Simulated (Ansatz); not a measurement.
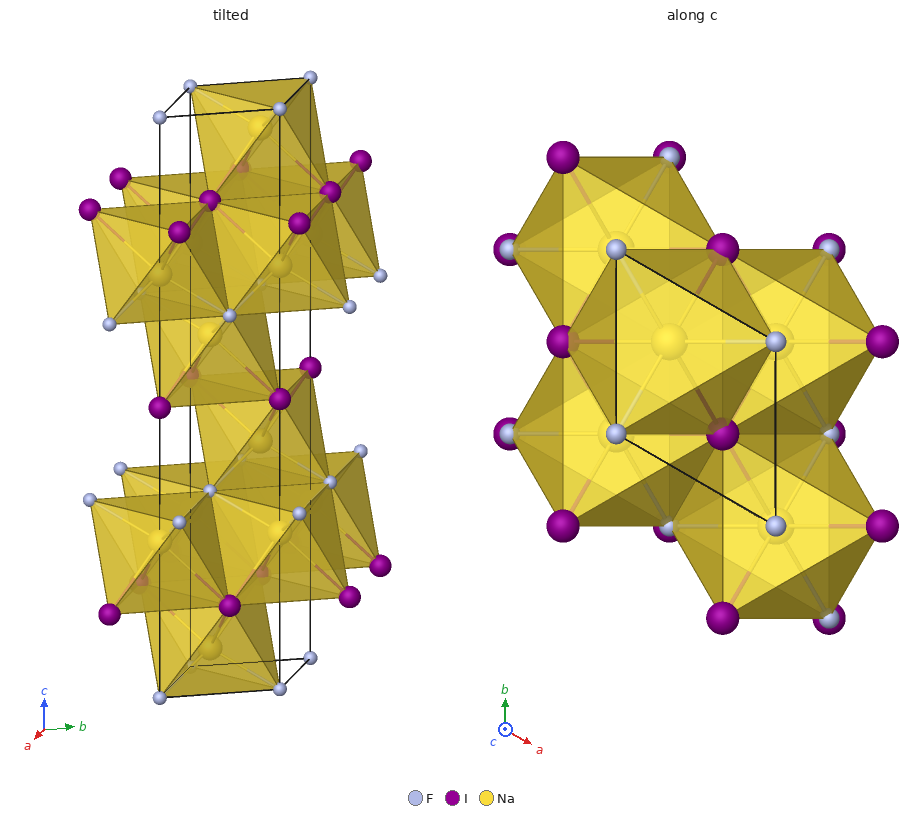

A polyhedral picture of a crystal structure, seen slightly off an axis and along the c axis. Atoms at the boundary of the conventional unit cell (the box) are drawn once for each face, edge or corner they touch. Some neighbours outside the box are added.

Na2IF, space group R-3m (No. 166), a = 4.184 Å, b = 4.184 Å, c = 20.137 Å, α = 90.00°, β = 90.00°, γ = 120.00°. The model was built from a structure type filled with these elements by a generator (whether the compound takes this form wasn't checked). The cell was then strained or its atoms displaced on purpose. It was run through Ansatz as a DFT input.

This one geometry was computed with Ansatz (DFT, plane waves, PAW) at three levels of theory: PBE, r2SCAN and HSE06. It was relaxed with r2SCAN and then strained.

**How does the band gap change with the level of theory?**

PBE: a gap of 2.12 eV, direct; r2SCAN: a gap of 2.70 eV, direct; HSE06: a gap of 3.15 eV, direct.

**Collect the results in a table.**

| level | cutoff (eV) | k-mesh of the run's cell | gap (eV) | pressure (GPa) |
| --- | --- | --- | --- | --- |
| PBE | 420 | 8×8×8 | 2.12 | -1.7 |
| r2SCAN | 500 | 8×8×8 | 2.70 | -2.5 |
| HSE06 | 420 | 6×6×6 | 3.15 | -2.1 |

Gaps are taken on the k-mesh or band path of each run.
